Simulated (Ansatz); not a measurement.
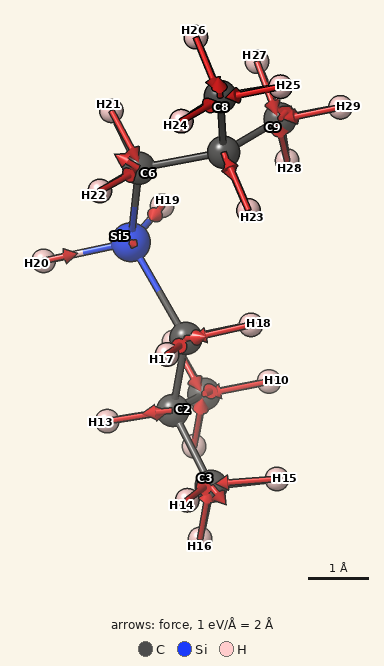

Starting geometry of C8H20Si with the computed forces as red arrows. Style: ball-and-stick. Shown from a free direction.

The start comes from PBE-D4/def2-SVP.

All numbers below come from Ansatz 0.2.0, RKS PBE0-D4/def2-TZVP.

Input file:
```yaml
crystal:
  periodic: [false, false, false]
  atoms:
    - {symbol: C, position_ang: [-0.091054, 2.069417, -2.572689]}
    - {symbol: C, position_ang: [-1.242514, 1.197453, -2.053336]}
    - {symbol: C, position_ang: [-1.855596, 0.369152, -3.191240]}
    - {symbol: C, position_ang: [-0.797839, 0.289443, -0.886683]}
    - {symbol: Si, position_ang: [-0.232269, 1.147122, 0.714545]}
    - {symbol: C, position_ang: [-0.050013, -0.127450, 2.116256]}
    - {symbol: C, position_ang: [0.782907, -1.389732, 1.803103]}
    - {symbol: C, position_ang: [0.754856, -2.370764, 2.982817]}
    - {symbol: C, position_ang: [2.225957, -1.046421, 1.410727]}
    - {symbol: H, position_ang: [0.742506, 1.437012, -2.948847]}
    - {symbol: H, position_ang: [-0.423450, 2.717249, -3.409589]}
    - {symbol: H, position_ang: [0.323702, 2.727941, -1.782412]}
    - {symbol: H, position_ang: [-2.035811, 1.879345, -1.667521]}
    - {symbol: H, position_ang: [-2.717047, -0.234356, -2.837368]}
    - {symbol: H, position_ang: [-1.106185, -0.334230, -3.614769]}
    - {symbol: H, position_ang: [-2.212740, 1.016486, -4.019233]}
    - {symbol: H, position_ang: [-1.637088, -0.382752, -0.596187]}
    - {symbol: H, position_ang: [0.017554, -0.388137, -1.230816]}
    - {symbol: H, position_ang: [1.060786, 1.896454, 0.507195]}
    - {symbol: H, position_ang: [-1.268357, 2.169113, 1.120561]}
    - {symbol: H, position_ang: [0.377879, 0.394314, 3.003030]}
    - {symbol: H, position_ang: [-1.079839, -0.425438, 2.415542]}
    - {symbol: H, position_ang: [0.309369, -1.900869, 0.932915]}
    - {symbol: H, position_ang: [-0.283396, -2.655302, 3.249658]}
    - {symbol: H, position_ang: [1.313444, -3.301945, 2.752840]}
    - {symbol: H, position_ang: [1.218272, -1.915719, 3.884117]}
    - {symbol: H, position_ang: [2.739475, -0.501099, 2.231633]}
    - {symbol: H, position_ang: [2.272315, -0.401959, 0.508431]}
    - {symbol: H, position_ang: [2.814279, -1.962227, 1.197820]}
basis:
  gaussian: {orbitals: def2-TZVP}
hamiltonian: {xc: pbe0, dispersion: d4}
relax: {f_tol: 0.005, max_steps: 150}
```

Command:
```bash
ansatz run in.yaml --threads 4 --pin off --events-out ev --progress --plain --max-ram 41984MiB --backend cuda --devices 0, --max-vram 37GiB
```

Question: What follows when this structure is relaxed?

Answer: It isn't relaxed: the largest force vector, on H atoms, is 0.54 eV/Å. The final displacements have little in common with the starting forces (cosine between the two patterns 0.27). H20 moves most after the best rigid fit: 0.11 Å. By element the largest moves are H 0.11 Å, C 0.07 Å, Si 0.07 Å. Near-neighbour distances that change, for instance: C4–Si5 1.902 → 1.881 Å, Si5–H19 1.509 → 1.491 Å, C1–H10 1.112 → 1.095 Å, C1–H11 1.109 → 1.093 Å. The energy falls by 10.9 kJ/mol in 10 geometry steps. Largest force component: 0.48 eV/Å at the start, 0.0026 eV/Å at the end. The forces were under the threshold at step 4, but the run went on from there.
